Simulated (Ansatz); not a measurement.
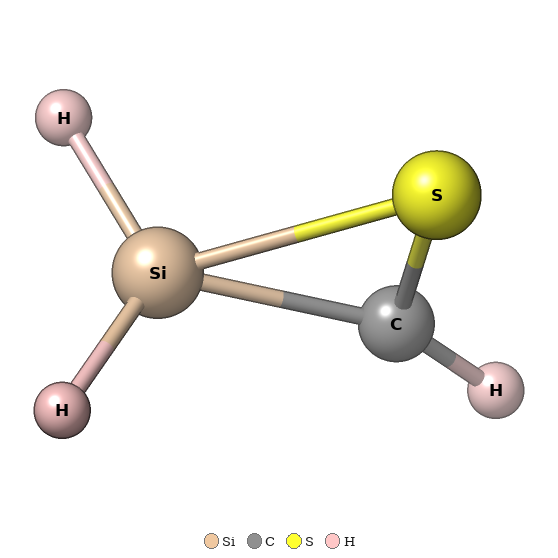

Depth is shown by fading: the farther an atom, the more it takes the colour of the background. Charge +1, singlet. The geometry was computed by an optimisation with PBE-D4/def2-SVP. No frequency run is at hand to confirm it as a minimum.

### List the symmetry elements and name the point group.

It has 1 mirror plane, so the point group is Cs. The group has 2 operations. The geometry is achiral, and symmetry allows a dipole moment.
